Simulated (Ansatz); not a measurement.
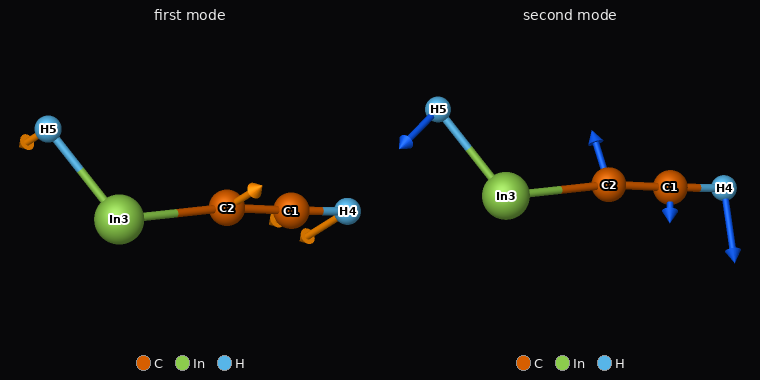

The system is C₂H₂In, SMILES C#[C][InH], spin multiplicity 2; the picture shows the reference structure; its two panels give the patterns of the first and the second mode as arrows. The first coordinate is: normal mode 1 (146 cm⁻¹); the second: normal mode 2 (158 cm⁻¹). Nothing is relaxed (straight displacements along the two mass-weighted modes). The grid has 9 × 9 points; 78 points were computed and 3 follow by symmetry. All energies are given in kcal/mol relative to the lowest grid point. The calculation used UKS PBE-D4/def2-SVP (Ansatz).

Its coordinates:

```xyz
5

C    -1.5696   -0.2140   -0.1838
C    -0.3682    0.0690   -0.1246
In    1.6580    0.7784   -0.1842
H    -2.6174   -0.4878   -0.2169
H     2.8972   -0.1455    0.7095
```

Range: normal mode 1 (146 cm⁻¹) from −1.207 to 1.207 amu½·Å; normal mode 2 (158 cm⁻¹) from −1.247 to 1.247 amu½·Å.

> Predict the map.

The lowest grid point is at normal mode 1 (146 cm⁻¹) = 0.000 amu½·Å, normal mode 2 (158 cm⁻¹) = 0.000 amu½·Å. It is the only kind of minimum in the scanned range. The highest grid point, normal mode 1 (146 cm⁻¹) = −1.207 amu½·Å, normal mode 2 (158 cm⁻¹) = −1.247 amu½·Å, lies 18.9 kcal/mol above the lowest.

| normal mode 2 (158 cm⁻¹) ↓, normal mode 1 (146 cm⁻¹) → | −1.207 | −0.905 | −0.604 | −0.302 | 0.000 | 0.302 | 0.604 | 0.905 | 1.207 |
| --- | --- | --- | --- | --- | --- | --- | --- | --- | --- |
| 1.247 | 18.4 | 12.5 | 8.8 | 6.8 | 6.2 | 6.8 | 8.8 | 12.5 | 18.4 |
| 0.935 | 12.4 | 7.3 | 4.3 | 2.9 | 2.5 | 2.9 | 4.3 | 7.3 | 12.4 |
| 0.624 | 8.6 | 4.3 | 2.0 | 1.0 | 0.7 | 1.0 | 2.0 | 4.3 | 8.6 |
| 0.312 | 6.6 | 2.8 | 0.9 | 0.3 | 0.1 | 0.3 | 0.9 | 2.8 | 6.6 |
| 0.000 | 6.0 | 2.3 | 0.7 | 0.1 | 0.0 | 0.1 | 0.7 | 2.3 | 6.0 |
| −0.312 | 6.7 | 2.8 | 1.0 | 0.3 | 0.1 | 0.3 | 1.0 | 2.8 | 6.7 |
| −0.624 | 8.8 | 4.4 | 2.0 | 1.0 | 0.8 | 1.0 | 2.0 | 4.4 | 8.8 |
| −0.935 | 12.7 | 7.5 | 4.5 | 3.0 | 2.5 | 3.0 | 4.5 | 7.5 | 12.7 |
| −1.247 | 18.9 | 12.8 | 9.0 | 7.0 | 6.4 | 7.0 | 9.0 | 12.8 | 18.9 |

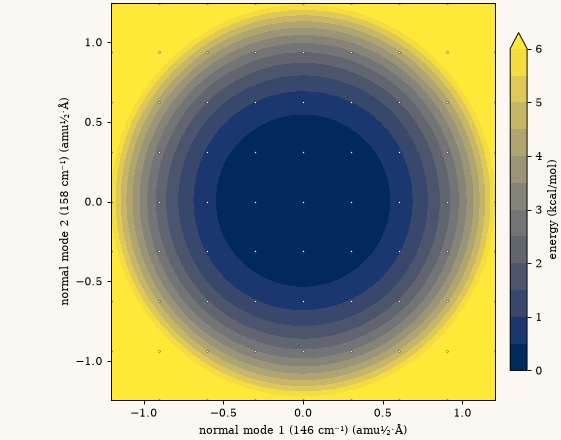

Drawn: filled contours, dots at the grid points, one colour for all values above the top of the scale. Between grid points the surface is interpolated.

Each point was launched as `ansatz run input.yaml --threads 1 --pin off --max-ram 2560MiB --backend cpu --events-out ev --progress --plain --runs-dir out`. Time for the 78 points that were run: 22 min on 1 thread of Intel(R) Xeon(R) Processor @ 2.50GHz (Skylake/Cascade Lake) (shared host).
